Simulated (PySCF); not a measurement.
# ReCl₂: sextet, from a bent start

The task is one start of a wider search on ReCl₂: the sextet, from a bent start. It is relaxed, tested by its Hessian and followed downhill if it is a saddle.

Program: PySCF 2.14.0. Level of theory: PBE0, basis Re def2-SVP with ECP60, Cl def2-SVP, scalar-relativistic core potentials, no spin–orbit coupling, density fitting. These are calculated values, not measurements.

**1. The system as given**

3 atoms, charge 0, spin multiplicity 6.

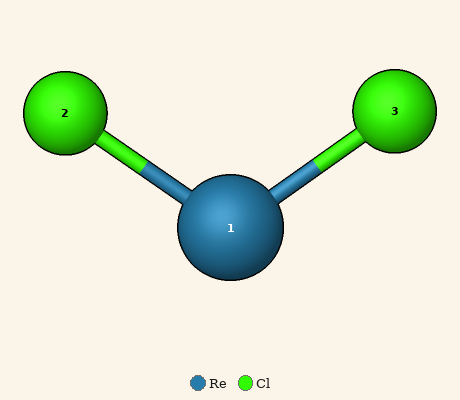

The starting geometry (rhenium blue, chlorine green); atoms are numbered from 1 in the order of the file.

```xyz
3
charge 0 multiplicity 6
Re    0.0000    0.0000   -0.3591
Cl    1.8840    0.0000    0.9601
Cl   -1.8840    0.0000    0.9601
```

**2. Relaxing the sextet from the bent start**

The steps below are one call of a driver around PySCF. For each, scf.py gives the equivalent set-up of the SCF; relaxations use the driver's own optimiser. Before each start the driver seeks the lowest SCF state from one or more starting densities and follows internal instabilities, so scf.py alone need not reach the same state.

The program finds C2v symmetry in the start, which this walk keeps. The walk stops when the largest gradient is under 0.0003 Eh/bohr and the energy has settled too.

File scf.py:

```python
from pyscf import gto, scf, dft
mol = gto.M(atom='''
Re     0.000000     0.000000    -0.359144
Cl     1.884000    -0.000000     0.960056
Cl    -1.884000     0.000000     0.960056''',
    basis={'Re': 'def2-SVP', 'Cl': 'def2-SVP'},
    ecp={'Re': 'def2-SVP'},
    charge=0, spin=5)
mf = dft.UKS(mol, xc='PBE0')
mf.grids.atom_grid = (50, 194)
aux = {'Re': 'def2-universal-JKFIT', 'Cl': 'def2-universal-JKFIT'}
mf = mf.density_fit(auxbasis=aux)
mf.kernel()
```

The runs that follow: Frequencies.

Q: Predict the outcome of this session. Wanted: minimum; geometry; wavenumbers; dipole moment; highest occupied, lowest empty level; polar-tensor charge of Re1; zero-point energy; atomisation energy; ⟨S²⟩.

**Answer**, as computed:

```
                                          quantity                                value
                                           minimum                          sextet, D∞h
                                          geometry  Re–Cl 2.309 Å (×2); Cl–Re–Cl 180.0°
                                wavenumbers (cm⁻¹)        57 (πu), 369 (σg+), 383 (σu+)
                                     dipole moment                               0.00 D
highest occupied, lowest empty level (either spin)                      -7.23, -3.71 eV
                        polar-tensor charge of Re1                              +1.18 e
                                 zero-point energy                           5.2 kJ/mol
                               entropy at 298.15 K                      312.6 J/(mol K)
         atomisation energy (no zero-point energy)                           750 kJ/mol
                                              ⟨S²⟩                                8.760
```

**Reading.** From C2v at the start the molecule goes to a D∞h minimum. In the infrared the band at 383 cm⁻¹ (σu+, stretch) leads. Re1 has a polar-tensor charge of +1.2 e (a dipole derivative, not a static charge), yet symmetry cancels the bond dipoles. Most of the spin sits on Re1 (Mulliken spin 4.78, against 5 for the whole molecule). Only this shape and spin were tried, so other structures or states may lie lower. The soft modes, below some 90 cm⁻¹, carry numerical noise of tens of cm⁻¹, and the entropy with them. Open d and f shells are described by one determinant, and the ground state may have another occupation or spin. Spin–orbit coupling, left out here, can matter for elements this heavy.
